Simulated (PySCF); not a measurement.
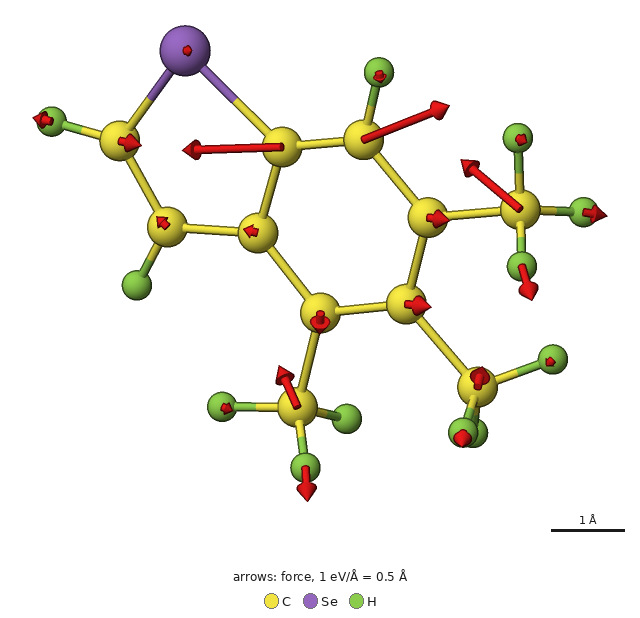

Starting geometry of C11H12Se with the computed forces as red arrows. A ball-and-stick model, seen at a tilt.

The start comes from GFN2-xTB. Its atoms were then displaced at random by about 0.01 Å.

Level of theory: PySCF 2.14.0, density-fitted response routines, PBE0-D3(BJ)/def2-SVP geometry optimisation, gas phase. 

What follows when this structure is relaxed?

It isn't relaxed: the largest force vector, on a C atom, is 3.35 eV/Å. The final displacements follow the starting forces only in part (cosine between the two patterns 0.44). After 6 geometry steps the energy has fallen by 0.229 eV. An H atom moves most after the best rigid fit: 0.072 Å. Largest moves by element: H 0.072 Å, C 0.039 Å, Se 0.016 Å. Near-neighbour distances that change, for instance: C–C 1.332 → 1.392 Å, C–H 1.062 → 1.102 Å, C–C 1.528 → 1.502 Å, C–H 1.082 → 1.103 Å. Bond angles that change, for instance: H–C–H 111.2° → 106.8°, C–C–H 106.6° → 110.9°, H–C–H 110.9° → 107.7°. The run took 2.1 min on 2 threads of Intel(R) Xeon(R) 6975P-C, with other jobs on the host.
